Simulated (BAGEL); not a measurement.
**AlSiNH8 (SMILES [AlH3-][NH2+][SiH3]): HF/6-31G(d) (density fitting with qzvpp-jkfit, spherical functions)**

Aim: the vertical ionisation energy of AlSiNH8 at HF/6-31G* (density fitting with qzvpp-jkfit, spherical functions), from 2 runs. 

The calculation is run with BAGEL 1.2.2.

3 further runs of the same task are left out: 1 that didn't finish, 2 set aside as unsound or not needed. Runs told in other sessions of the task aren't counted.

## (1) The structure to begin with

AlSiNH8 has 11 atoms, charge 0, and is taken as a singlet. SMILES: `[AlH3-][NH2+][SiH3]`. Geometry: relaxed at PBE0-D4/def2-TZVP.

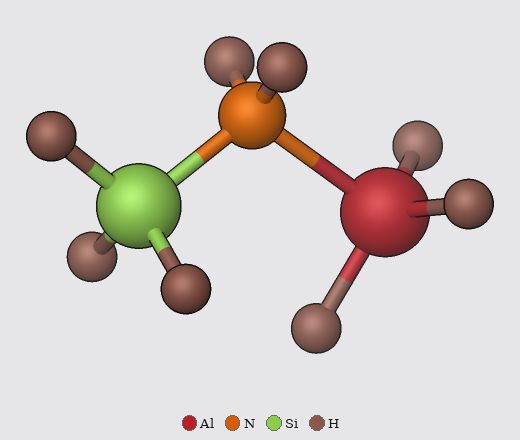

Viewed from a chosen angle; aluminium red, nitrogen orange, silicon green, hydrogen brown.

## (2) The energy at HF/6-31G(d) (density fitting with qzvpp-jkfit, spherical functions)

Contents of input.json:

```json
{ "bagel" : [

{
  "title" : "molecule",
  "basis" : "6-31gs.json",
  "df_basis" : "qzvpp-jkfit",
  "angstrom" : true,
  "geometry" : [
    { "atom" : "Al", "xyz" : [   -0.900100,    1.211100,   -0.740800 ] },
    { "atom" : "N", "xyz" : [   -0.028300,    0.143500,    0.802700 ] },
    { "atom" : "Si", "xyz" : [    0.876200,   -1.248700,    0.128600 ] },
    { "atom" : "H", "xyz" : [   -0.721100,    0.091900,   -1.882400 ] },
    { "atom" : "H", "xyz" : [    0.093800,    2.465300,   -0.806700 ] },
    { "atom" : "H", "xyz" : [   -2.377200,    1.435300,   -0.165100 ] },
    { "atom" : "H", "xyz" : [    0.566700,    0.786500,    1.316700 ] },
    { "atom" : "H", "xyz" : [   -0.768500,   -0.144800,    1.435900 ] },
    { "atom" : "H", "xyz" : [    1.651500,   -1.882900,    1.228300 ] },
    { "atom" : "H", "xyz" : [    1.794800,   -0.716800,   -0.896700 ] },
    { "atom" : "H", "xyz" : [   -0.122500,   -2.197400,   -0.400100 ] }
  ]
},
{ "title" : "hf" },
{ "title" : "print", "file" : "orbitals.molden", "orbitals" : true }

]}
```

The basis set 6-31G* is read from a file made from the Basis Set Exchange's data (not shown).

Run with:

```console
$ BAGEL_NUM_THREADS=1 BAGEL input.json > input.out
```

The log of the run:

```text
* using 1 threads per process

  ===============================================================
  ===============================================================

  *** Geometry ***

  { "atom" : "Al", "xyz" : [     -1.700942,      2.288647,     -1.399909 ] },
  { "atom" : "N", "xyz" : [     -0.053479,      0.271176,      1.516883 ] },
  { "atom" : "Si", "xyz" : [      1.655778,     -2.359701,      0.243019 ] },
  { "atom" : "H", "xyz" : [     -1.362682,      0.173666,     -3.557220 ] },
  { "atom" : "H", "xyz" : [      0.177256,      4.658742,     -1.524442 ] },
  { "atom" : "H", "xyz" : [     -4.492257,      2.712324,     -0.311994 ] },
  { "atom" : "H", "xyz" : [      1.070908,      1.486270,      2.488202 ] },
  { "atom" : "H", "xyz" : [     -1.452255,     -0.273632,      2.713458 ] },
  { "atom" : "H", "xyz" : [      3.120883,     -3.558165,      2.321151 ] },
  { "atom" : "H", "xyz" : [      3.391680,     -1.354556,     -1.694517 ] },
  { "atom" : "H", "xyz" : [     -0.231491,     -4.152484,     -0.756079 ] },

  Number of auxiliary basis functions:      477

  Since a DF basis is specified, we compute 2- and 3-index integrals:
    o Being stored without compression. Storage requirement is 0.017 GB

  Number of basis functions:       66
  Number of electrons      :       42

    * METHOD: MOLECULE                             0.37

  *** RHF ***

  === Nuclear Repulsion ===
   154.2129064566

      * DIIS with orbital gradients will be used.

  === RHF iteration (6-31gs.json) ===
      0       -589.80074791          0.01912556           0.07
      1       -589.90296856          0.01012579           0.07
      2       -589.93348932          0.00168432           0.07
      3       -589.93482048          0.00017791           0.07
      4       -589.93483679          0.00004120           0.07
      5       -589.93483806          0.00000797           0.07
      6       -589.93483812          0.00000213           0.07
      7       -589.93483812          0.00000047           0.07
      8       -589.93483812          0.00000011           0.07
      9       -589.93483812          0.00000003           0.07
     10       -589.93483812          0.00000001           0.07
     11       -589.93483812          0.00000000           0.07
    * SCF iteration converged.

    * Permanent dipole moment:
           (   -0.853510,     1.065242,    -1.507441) a.u.

    * METHOD: HF                                   1.02

    * METHOD: PRINT                                0.01

  ===============================================================
```

Run time: 1.6 s. Hardware: 1 thread of Arm Neoverse N1, shared host; peak memory 0.097 GiB.

## (3) The doublet cation at the same level

Contents of input.json:

```json
{ "bagel": [

{
  "title": "molecule",
  "basis": "6-31gs.json",
  "df_basis": "qzvpp-jkfit",
  "angstrom": true,
  "geometry": [
    { "atom": "Al", "xyz": [      -0.900100,       1.211100,      -0.740800 ] },
    { "atom": "N", "xyz": [      -0.028300,       0.143500,       0.802700 ] },
    { "atom": "Si", "xyz": [       0.876200,      -1.248700,       0.128600 ] },
    { "atom": "H", "xyz": [      -0.721100,       0.091900,      -1.882400 ] },
    { "atom": "H", "xyz": [       0.093800,       2.465300,      -0.806700 ] },
    { "atom": "H", "xyz": [      -2.377200,       1.435300,      -0.165100 ] },
    { "atom": "H", "xyz": [       0.566700,       0.786500,       1.316700 ] },
    { "atom": "H", "xyz": [      -0.768500,      -0.144800,       1.435900 ] },
    { "atom": "H", "xyz": [       1.651500,      -1.882900,       1.228300 ] },
    { "atom": "H", "xyz": [       1.794800,      -0.716800,      -0.896700 ] },
    { "atom": "H", "xyz": [      -0.122500,      -2.197400,      -0.400100 ] }
  ]
},

{
  "title": "uhf",
  "charge": 1,
  "nopen": 1
},

{
  "title": "print",
  "file": "orbitals.molden",
  "orbitals": true
}

]}
```

The basis set 6-31G* is read from a file made from the Basis Set Exchange's data (not shown).

Run with:

```console
$ BAGEL_NUM_THREADS=1 BAGEL input.json > input.out
```

The log of the run:

```text
* using 1 threads per process

  ===============================================================
  ===============================================================

  *** Geometry ***

  { "atom" : "Al", "xyz" : [     -1.700942,      2.288647,     -1.399909 ] },
  { "atom" : "N", "xyz" : [     -0.053479,      0.271176,      1.516883 ] },
  { "atom" : "Si", "xyz" : [      1.655778,     -2.359701,      0.243019 ] },
  { "atom" : "H", "xyz" : [     -1.362682,      0.173666,     -3.557220 ] },
  { "atom" : "H", "xyz" : [      0.177256,      4.658742,     -1.524442 ] },
  { "atom" : "H", "xyz" : [     -4.492257,      2.712324,     -0.311994 ] },
  { "atom" : "H", "xyz" : [      1.070908,      1.486270,      2.488202 ] },
  { "atom" : "H", "xyz" : [     -1.452255,     -0.273632,      2.713458 ] },
  { "atom" : "H", "xyz" : [      3.120883,     -3.558165,      2.321151 ] },
  { "atom" : "H", "xyz" : [      3.391680,     -1.354556,     -1.694517 ] },
  { "atom" : "H", "xyz" : [     -0.231491,     -4.152484,     -0.756079 ] },

  Number of auxiliary basis functions:      477

  Since a DF basis is specified, we compute 2- and 3-index integrals:
    o Being stored without compression. Storage requirement is 0.017 GB

  Number of basis functions:       66
  Number of electrons      :       42

    * METHOD: MOLECULE                             0.36

  *** Open-shell HF ***

  === Nuclear Repulsion ===
   154.2129064566

      * DIIS with orbital gradients will be used.

  === UHF iteration (6-31gs.json) ===
      0       -589.40813894          0.03776753           0.14
      1       -589.53953917          0.02048384           0.13
      2       -589.57180303          0.01209582           0.14
      3       -589.58528138          0.00257170           0.13
      4       -589.58942734          0.00122915           0.14
      5       -589.59055557          0.00061999           0.14
      6       -589.59086619          0.00030432           0.13
      7       -589.59097599          0.00016667           0.13
      8       -589.59103596          0.00011156           0.13
      9       -589.59105998          0.00010258           0.13
     10       -589.59107904          0.00009621           0.13
     11       -589.59111668          0.00007878           0.13
     12       -589.59115785          0.00004644           0.13
     13       -589.59117453          0.00002500           0.13
     14       -589.59117911          0.00001057           0.13
     15       -589.59117981          0.00000510           0.13
     16       -589.59117986          0.00000183           0.13
     17       -589.59117988          0.00000101           0.13
     18       -589.59117989          0.00000074           0.13
     19       -589.59117990          0.00000051           0.13
     20       -589.59117990          0.00000018           0.13
     21       -589.59117990          0.00000012           0.13
     22       -589.59117990          0.00000008           0.13
     23       -589.59117990          0.00000005           0.13
     24       -589.59117990          0.00000002           0.13
     25       -589.59117990          0.00000001           0.13
    * SCF iteration converged.

    * S^2 (UHF) is 0.7690

    * Permanent dipole moment:
           (    0.420914,    -0.048454,     0.308906) a.u.

    * METHOD: UHF                                  3.71

    * METHOD: PRINT                                0.01

  ===============================================================
```

Run time: 4.5 s. Hardware: 1 thread of Arm Neoverse N1, shared host; peak memory 0.097 GiB.

## (4) Results

Level: HF/6-31G* (density fitting with qzvpp-jkfit, spherical functions).

| quantity | value |
| --- | --- |
| singlet AlSiNH8: total energy | -589.93484 Eh |
| singlet AlSiNH8: dipole moment | 5.17 D |
| singlet AlSiNH8: HOMO energy | -10.51 eV |
| singlet AlSiNH8: LUMO energy | 2.59 eV |
| singlet AlSiNH8: HOMO–LUMO gap | 13.10 eV |
| doublet cation: total energy | -589.59118 Eh |
| doublet cation: ⟨S²⟩ | 0.769 |
| vertical ionisation energy (to the doublet cation) | 9.351 eV |

In words: The vertical ionisation energy comes to 9.35 eV (902 kJ/mol). −ε(HOMO) before ionisation, 10.51 eV, is 1.16 eV above this ionisation energy.
